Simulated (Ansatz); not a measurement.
How methods differ on BCl (SMILES [B]Cl)

BCl: 2 atoms, total charge 0, spin state singlet. SMILES: `[B]Cl`. The shape is that of a GFN2-xTB optimisation.

```jsonl
{"atom": "B", "x (Å)": "0.0000", "y (Å)": "0.0000", "z (Å)": "0.0000"}
{"atom": "Cl", "x (Å)": "0.0000", "y (Å)": "0.0000", "z (Å)": "1.5785"}
```

Quantity: the electronic atomisation energy, in eV. The values are calculated. Electronic energies at fixed atoms, without zero-point motion or spin-orbit coupling.

```
         level                    kind  program  value (eV)  less FCI/STO-3G  CPU time (all runs)
     HF/STO-3G            Hartree–Fock   Ansatz        3.66            -0.63               0.13 s
  SVWN5/STO-3G                     LDA   Ansatz        6.26            +1.97               0.67 s
 revPBE/STO-3G                     GGA   Ansatz        5.29            +1.00               0.88 s
 r2SCAN/STO-3G                meta-GGA   Ansatz        5.36            +1.07                4.2 s
r2SCAN0/STO-3G         hybrid meta-GGA   Ansatz        5.12            +0.83                2.1 s
wB97M-V/STO-3G  range-separated hybrid   Ansatz        5.38            +1.09                5.7 s
RPA@PBE/STO-3G                     RPA   Ansatz        3.54            -0.75                1.2 s
    MP2/STO-3G     perturbation theory   Ansatz        4.22            -0.07               0.15 s
  CCSDT/STO-3G   coupled cluster or CI   Ansatz        4.28            -0.01               0.74 s
    FCI/STO-3G      exact in the basis   Ansatz        4.29             0.00               0.25 s
```

FCI/STO-3G is exact within its basis and frozen core, so for wave-function methods in that basis the difference is their error; functionals converge differently with the basis, so for them it is only a difference. The values span 3.54 to 6.26 eV. All rows use very small basis sets, so even the best lies far from the true value. Times are those of the runs behind each value, whatever else they computed, on shared processors of several kinds: orders of magnitude only.

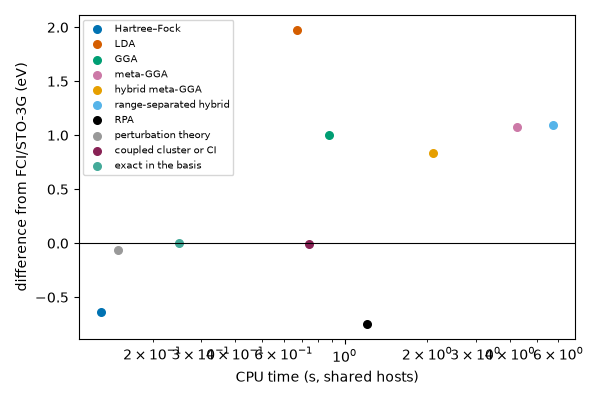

Difference from FCI/STO-3G against processor time, one point a level.
